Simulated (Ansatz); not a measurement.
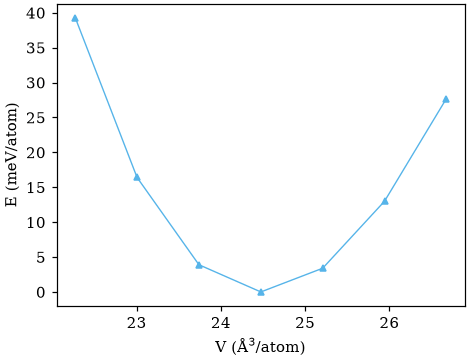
GaSb (NiAs type, P6_3/mmc) under volume change, DFT-PBE in the program Ansatz with PAW potentials, shape and atoms relaxed at each volume.

### Question
What does a third-order Birch–Murnaghan fit give for V₀, B₀ and B′?

### Answer
V₀ = 24.47 Å³/atom, B₀ = 52.9 GPa, B′ = 4.8.

The start of the workflow was typed in or built on a structure type; neither database checked (COD, Materials Project) lists it. It is not the phase usual at ambient conditions (space group No. 216). Symmetry was held in the PBE relaxation; whether a distortion lowers the energy is not shown. Scalar-relativistic: spin–orbit coupling is off unless named, which matters more the heavier the elements.

Potentials: the later of the program's two PAW sets.
